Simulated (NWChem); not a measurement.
# B3LYP/6-31G(d) (Cartesian functions) run of BSiH4O2F (SMILES O[SiH2]B(O)F)

Aim: the vertical singlet–triplet gap of BSiH4O2F at B3LYP/6-31G* (Cartesian functions), from 2 runs. 

The calculation is run with NWChem 7.3.0.

4 further runs of the same task are left out: 1 that didn't finish, 3 set aside as unsound or not needed.

## Step 1: The molecule

BSiH4O2F: 9 atoms, total charge 0, spin state singlet. SMILES: `O[SiH2]B(O)F`. The coordinates come from a PBE0-D4/def2-TZVP relaxation. This is one conformer, not always the lowest.

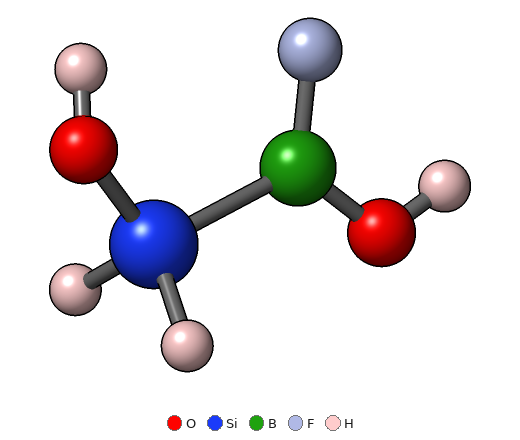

The structure, seen from a chosen angle (oxygen red, silicon blue, boron green, fluorine light blue, hydrogen pink).

## Step 2: Energy and gradient at B3LYP/6-31G(d) (Cartesian functions)

Contents of input.nw:

```
start input
title "BFH4O2Si B3LYP"
memory stack 880 mb heap 220 mb global 1100 mb

geometry noautosym nocenter noautoz
  O     1.152500    0.650100    1.703000
  Si    0.837600   -0.439800    0.500200
  B    -0.701500    0.194000   -0.670900
  O    -0.968000   -0.381600   -1.859000
  F    -1.488500    1.196900   -0.250400
  H     0.401000    1.098100    2.092900
  H     2.093300   -0.579800   -0.278100
  H     0.493300   -1.781600    1.056300
  H    -1.731300   -0.002600   -2.311100
end

basis cartesian
  * library 6-31G*
end

dft
  xc b3lyp
  grid xfine
  convergence energy 1e-08
  maxiter 100
  mulliken
end

task dft gradient
```

Run with:

```bash
$ nwchem input.nw > input.out
```

Standard output, cut to the lines that bear on the results:

```text
[...]
          Wavefunction type:  closed shell.
          No. of atoms     :     9
          No. of electrons :    48
[...]
          Charge           :     0
          Spin multiplicity:     1
[...]
          AO basis - number of functions:    87
[...]
              XC Information
              --------------
                         B3LYP Method XC Potential
                     Hartree-Fock (Exact) Exchange  0.200
                        Slater Exchange Functional  0.800 local
                    Becke 1988 Exchange Functional  0.720 non-local
              Lee-Yang-Parr Correlation Functional  0.810
                  VWN I RPA Correlation Functional  0.190 local
[...]
 d= 0,ls=0.0,diis     1   -567.0456854031 -7.82D+02  1.73D-02  1.16D+00     2.5
[...]
 d= 0,ls=0.0,diis    10   -567.1685499799 -2.87D-09  1.22D-07  2.00D-10    21.4
         Total DFT energy =     -567.168549979855
      One electron energy =    -1212.505255552830
           Coulomb energy =      484.259920744857
    Exchange-Corr. energy =      -54.279759807873
 Nuclear repulsion energy =      215.356544635992
[...]
      Total Density - Mulliken Population Analysis
     ---------------------------------------------
    Atom       Charge   Shell Charges
 -----------   ------   -------------------------------------------------------
    1 O    8     8.70   1.99  0.90  2.95  0.91  1.90  0.04
    2 Si  14    13.52   2.00  1.99  5.96  1.02  1.81  0.22  0.34  0.18
    3 B    5     4.67   1.99  0.54  1.35  0.35  0.30  0.13
    4 O    8     8.51   1.99  0.91  2.96  0.88  1.75  0.03
    5 F    9     9.25   1.99  0.96  3.33  0.89  2.01  0.07
    6 H    1     0.58   0.47  0.11
    7 H    1     1.08   0.51  0.56
    8 H    1     1.10   0.51  0.58
    9 H    1     0.59   0.47  0.12
[...]
  wavefunction    = closed shell
                         DFT ENERGY GRADIENTS
    atom               coordinates                        gradient
                 x          y          z           x          y          z
   1 O       2.177909   1.228511   3.218203   -0.009960  -0.004796  -0.005571
   2 Si      1.582834  -0.831101   0.945241    0.003074   0.007133   0.008127
   3 B      -1.325643   0.366607  -1.267817   -0.002284  -0.000513  -0.003054
   4 O      -1.829255  -0.721119  -3.513001   -0.006373   0.007228   0.001996
   5 F      -2.812857   2.261813  -0.473187    0.002737  -0.003329  -0.001632
   6 H       0.757780   2.075108   3.955008    0.007015  -0.003629  -0.002951
   7 H       3.955763  -1.095663  -0.525533   -0.000465   0.000320   0.000233
   8 H       0.932202  -3.366736   1.996118    0.000031   0.001430   0.000148
   9 H      -3.271683  -0.004913  -4.367346    0.006227  -0.003843   0.002704
[...]
```

Wall time 29 s (1 thread of AMD EPYC 9R45 (Zen 5), shared host); peak memory 0.15 GiB.

## Step 3: The triplet: a single-point energy at UB3LYP/6-31G(d) (Cartesian functions)

Contents of work.nw:

```
start work
title "BFH4O2Si"
memory stack 880 mb heap 220 mb global 1100 mb

geometry noautosym nocenter noautoz
  O      1.152500     0.650100     1.703000
  Si     0.837600    -0.439800     0.500200
  B     -0.701500     0.194000    -0.670900
  O     -0.968000    -0.381600    -1.859000
  F     -1.488500     1.196900    -0.250400
  H      0.401000     1.098100     2.092900
  H      2.093300    -0.579800    -0.278100
  H      0.493300    -1.781600     1.056300
  H     -1.731300    -0.002600    -2.311100
end

basis "ao basis"
  O library 6-31G*
  Si library 6-31G*
  B library 6-31G*
  F library 6-31G*
  H library 6-31G*
end

dft
  xc b3lyp
  mult 3
  grid xfine
  convergence energy 1e-08
  iterations 100
  mulliken
end

task dft energy
```

Run with:

```bash
$ nwchem work.nw > work.out
```

Standard output, cut to the lines that bear on the results:

```text
[...]
          Wavefunction type:  spin polarized.
          No. of atoms     :     9
          No. of electrons :    48
[...]
          Charge           :     0
          Spin multiplicity:     3
[...]
          AO basis - number of functions:    87
[...]
              XC Information
              --------------
                         B3LYP Method XC Potential
                     Hartree-Fock (Exact) Exchange  0.200
                        Slater Exchange Functional  0.800 local
                    Becke 1988 Exchange Functional  0.720 non-local
              Lee-Yang-Parr Correlation Functional  0.810
                  VWN I RPA Correlation Functional  0.190 local
[...]
 d= 0,ls=0.0,diis     1   -566.7697654434 -7.82D+02  2.48D-02  3.40D-01     3.8
[...]
 d= 0,ls=0.0,diis    17   -566.9619523315 -4.58D-09  1.00D-06  7.31D-10    61.1
[...]
         Total DFT energy =     -566.961952331533
      One electron energy =    -1211.765034585621
           Coulomb energy =      483.685562962584
    Exchange-Corr. energy =      -54.239025344488
 Nuclear repulsion energy =      215.356544635992
[...]
      Total Density - Mulliken Population Analysis
     ---------------------------------------------
    Atom       Charge   Shell Charges
 -----------   ------   -------------------------------------------------------
    1 O    8     8.63   1.99  0.91  2.94  0.90  1.85  0.04
    2 Si  14    13.50   2.00  1.99  5.96  1.06  1.70  0.19  0.38  0.21
    3 B    5     4.84   1.99  0.49  1.48  0.22  0.53  0.13
    4 O    8     8.55   1.99  0.89  2.98  0.88  1.78  0.03
    5 F    9     9.23   1.99  0.96  3.33  0.89  1.99  0.07
    6 H    1     0.56   0.46  0.10
    7 H    1     1.06   0.51  0.55
    8 H    1     1.05   0.50  0.55
    9 H    1     0.58   0.47  0.12
[...]
      <S2> =      2.0040 (Exact =     2.0000)
[...]
```

It took 62 s on 1 thread of AMD EPYC 9R45 (Zen 5), shared host; peak memory 0.14 GiB.

## Step 4: What came out

Level: B3LYP/6-31G* (Cartesian functions).

```
                                        quantity          value
                           singlet: total energy  -567.16855 Eh
                          singlet: dipole moment         2.68 D
                            singlet: HOMO energy       -7.64 eV
                            singlet: LUMO energy       -0.19 eV
                          singlet: HOMO–LUMO gap        7.45 eV
               singlet: largest force on an atom     0.637 eV/Å
                           triplet: total energy  -566.96195 Eh
                          triplet: dipole moment         1.31 D
     triplet: HOMO energy (highest over α and β)       -2.28 eV
                                   triplet: ⟨S²⟩          2.004
vertical energy of the triplet above the singlet       5.622 eV
```

In words: At this shape the triplet lies 5.62 eV (130 kcal/mol) above the singlet. The largest force (singlet) is 0.64 eV/Å: the shape isn't a stationary point for this species at this level. Mulliken charges (triplet) run from -0.63 on O1 to +0.50 on Si2.
